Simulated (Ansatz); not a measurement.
# The dipole moment down a group: B to In

One atom is swapped for its congeners: BH2Br `BBr`; AlH2Br `[AlH2][Br]`; GaH2Br `[GaH2][Br]`; InH2Br `[Br][InH2]`. All are singlets with charge 0.

Shapes, held fixed at every level: PBE0-D4/def2-TZVP. Programs: Ansatz 0.2.0. Values in D.

| level | BH2Br | AlH2Br | GaH2Br | InH2Br |
| --- | --- | --- | --- | --- |
| PBE-D4/def2-TZVPP | 0.34 | 1.07 | 1.68 | 2.51 |
| r2SCAN-D4/def2-TZVPP | 0.51 | 1.15 | 1.79 | 2.66 |
| B3LYP-D4/def2-TZVPP | 0.52 | 1.19 | 1.81 | 2.65 |
| wB97M-V/def2-TZVPP | 0.58 | 1.25 | 1.91 | 2.77 |

At wB97M-V/def2-TZVPP the dipole moment rises at every step, from 0.58 to 2.77 D. Every level shows the same order. For atoms past krypton def2 sets carry core potentials with scalar relativity. Relativity is left out for Br, Ga unless named. Magnitudes only: a dipole under 1 D may point either way.

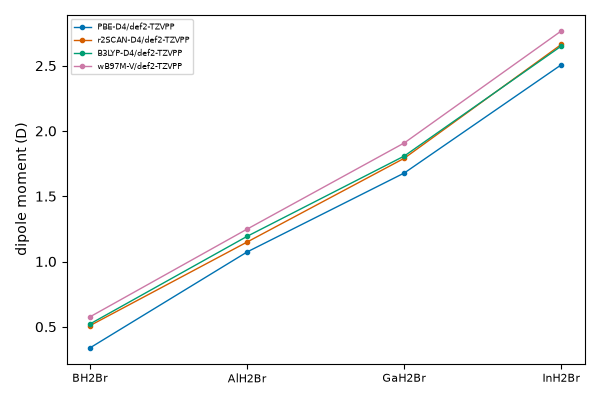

The trend along the series, level by level.
